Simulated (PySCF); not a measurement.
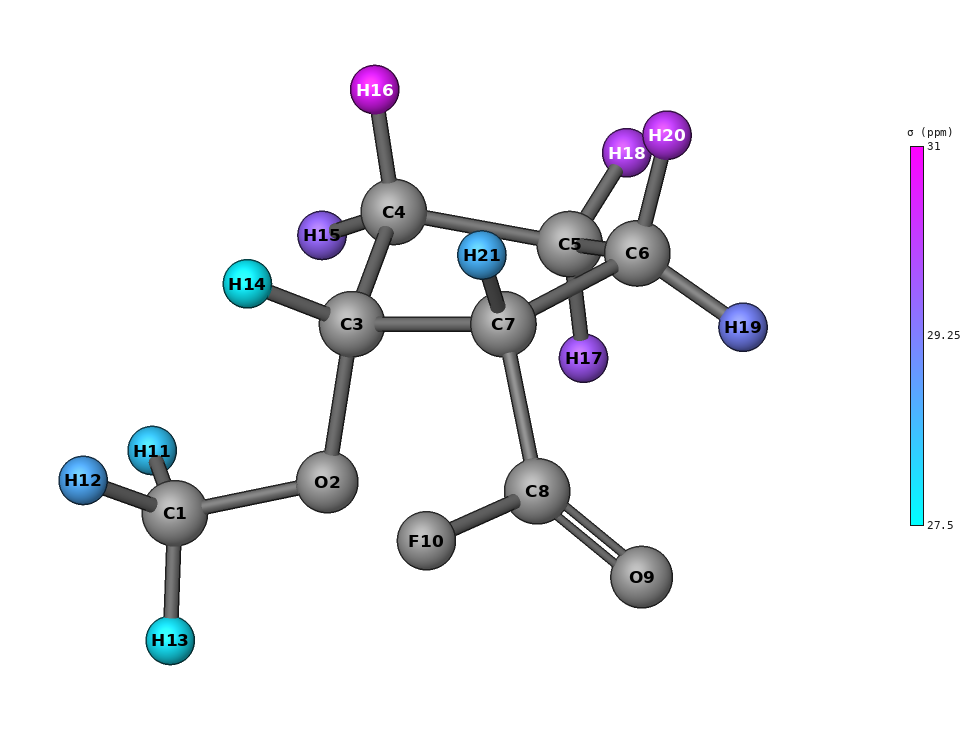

Atoms are coloured by their isotropic NMR shieldings (H only, the others grey). Computed geometry: GFN2-xTB optimisation. No frequency run is at hand to confirm it as a minimum. Method: GIAO PBE0/pcSseg-1 NMR shielding, non-relativistic, gas phase (PySCF 2.14.0).

Question: Which H atom is the most shielded (lowest chemical shift)?

Answer: H16 (30.63 ppm).

Question: Which H atom is the least shielded (highest chemical shift)?

Answer: H14 (27.70 ppm).

Question: How wide is the range of H shifts?

Answer: 2.93 ppm.

List the isotropic NMR shieldings of the H atoms.

```json
{"atom": "H11", "σ (ppm)": "28.23"}
{"atom": "H12", "σ (ppm)": "28.61"}
{"atom": "H13", "σ (ppm)": "27.81"}
{"atom": "H14", "σ (ppm)": "27.70"}
{"atom": "H15", "σ (ppm)": "29.57"}
{"atom": "H16", "σ (ppm)": "30.63"}
{"atom": "H17", "σ (ppm)": "29.77"}
{"atom": "H18", "σ (ppm)": "30.08"}
{"atom": "H19", "σ (ppm)": "29.17"}
{"atom": "H20", "σ (ppm)": "30.20"}
{"atom": "H21", "σ (ppm)": "28.51"}
```
